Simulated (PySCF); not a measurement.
## RuOBr: frequency calculation

RuOBr, multiplicity 4, computed with UKS-based PBE0, Ru def2-TZVP with ECP28, O def2-TZVP, Br def2-TZVP; non-relativistic Hamiltonian with a scalar-relativistic core potential; density fitting (PySCF 2.14.0).

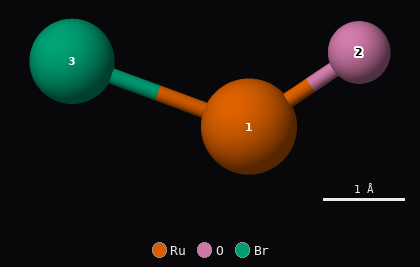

The structure as given in the input (ball-and-stick view, seen at a tilt; atoms are numbered from 1 in the order of the input). Sticks mark near contacts.

Key numbers:

| quantity | value |
| --- | --- |
| outcome | converged |
| total energy | −2743.914948 hartree |
| ⟨S²⟩ | 3.770 |
| zero-point energy | 0.003212 hartree |
| dipole moment | 2.51 D |
| wavenumbers, lowest and highest | 125 and 996 cm⁻¹ |
| hardware | 4 threads of Arm Neoverse V1, 24 GiB of memory available, shared host |
| wall time | 76 s (CPU time 4.1 min) |
| peak memory | 1.2 GiB |

Input:
```python
from pyscf import gto, scf, dft
mol = gto.M(atom='''
Ru     0.276148    -0.276148    -0.777202
O     -0.397628     0.397628    -2.144931
Br    -0.277366     0.277366     1.440323''',
    basis={'Ru': 'def2-TZVP', 'O': 'def2-TZVP', 'Br': 'def2-TZVP'},
    ecp={'Ru': 'def2-TZVP'},
    charge=0, spin=3)
mf = dft.UKS(mol, xc='PBE0')
mf.grids.atom_grid = (75, 302)
aux = {'Ru': 'def2-universal-JKFIT', 'O': 'def2-universal-JKFIT', 'Br': 'def2-universal-JKFIT'}
mf = mf.density_fit(auxbasis=aux)
mf.conv_tol = 1e-09
mf.diis_space = 10
mf.max_cycle = 60
mf.verbose = 4
mf.kernel()
```

The script is an equivalent of the set-up of the self-consistent field. The run itself was carried out by a driver, which started from the orbitals of the step before it where there was one and computed the further properties.

Command:
```bash
OMP_NUM_THREADS=4 python axn.py task.json out
```

Output:
```
init E= -2743.9149476729
  alpha nocc = 31  HOMO = -0.2691482977175  LUMO = -0.098232175060069
  beta  nocc = 28  HOMO = -0.275558190859705  LUMO = -0.135980180356868
  HOMO = -0.269148297717  LUMO = -0.135980180357  gap/eV = 3.62369
cycle= 1 E= -2743.91494767281  delta_E= 9e-11  |g|= 1.75e-05  |ddm|= 1.95e-05
  alpha nocc = 31  HOMO = -0.269144132910646  LUMO = -0.0982274402407044
  beta  nocc = 28  HOMO = -0.275556021308753  LUMO = -0.135977606190266
  HOMO = -0.269144132911  LUMO = -0.13597760619  gap/eV = 3.62365
cycle= 2 E= -2743.91494767196  delta_E= 8.49e-10  |g|= 5.01e-05  |ddm|= 4.06e-05
  alpha nocc = 31  HOMO = -0.269146144755473  LUMO = -0.0982294333348283
  beta  nocc = 28  HOMO = -0.275555858461409  LUMO = -0.135977484474469
  HOMO = -0.269146144755  LUMO = -0.135977484474  gap/eV = 3.62370
cycle= 3 E= -2743.91494767292  delta_E= -9.6e-10  |g|= 1.17e-05  |ddm|= 2.77e-05
  alpha nocc = 31  HOMO = -0.269146905875664  LUMO = -0.0982304326568323
  beta  nocc = 28  HOMO = -0.275557125626412  LUMO = -0.135978930094935
  HOMO = -0.269146905876  LUMO = -0.135978930095  gap/eV = 3.62369
cycle= 4 E= -2743.91494767298  delta_E= -5.55e-11  |g|= 8.06e-07  |ddm|= 7.13e-06
  alpha nocc = 31  HOMO = -0.269146877547128  LUMO = -0.098230350158648
  beta  nocc = 28  HOMO = -0.275557089619349  LUMO = -0.135978888257396
  HOMO = -0.269146877547  LUMO = -0.135978888257  gap/eV = 3.62369
Extra cycle  E= -2743.91494767298  delta_E= -3.18e-12  |g|= 6.41e-07  |ddm|= 3.3e-06
converged SCF energy = -2743.91494767298  <S^2> = 3.7703057  2S+1 = 4.01014
```

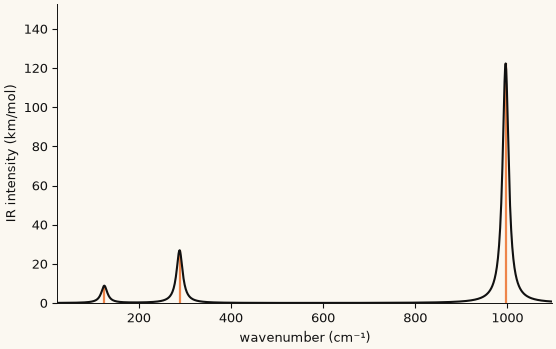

Harmonic infrared spectrum, unscaled: sticks (degenerate modes added up, dark ones marked on the axis) with a Lorentzian envelope of 16 cm⁻¹ full width, scaled to the tallest stick. 3 modes from 125 to 996 cm⁻¹, none imaginary. The strongest line is at 996 cm⁻¹ (122 km/mol). All modes, in cm⁻¹ (km/mol): 125 (8.8), 289 (27), 996 (122).

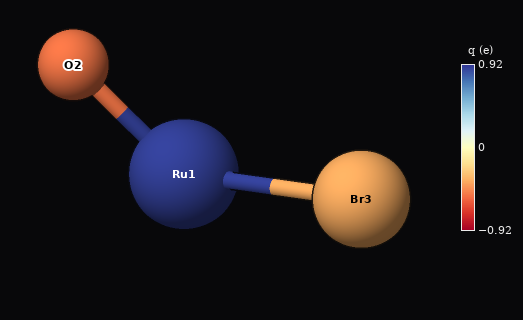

Mulliken charges, as the colour of each atom (ball-and-stick view, seen at an oblique angle; atoms are numbered from 1 in the order of the input). By element: Ru +0.88, O −0.52 and Br −0.36 e.
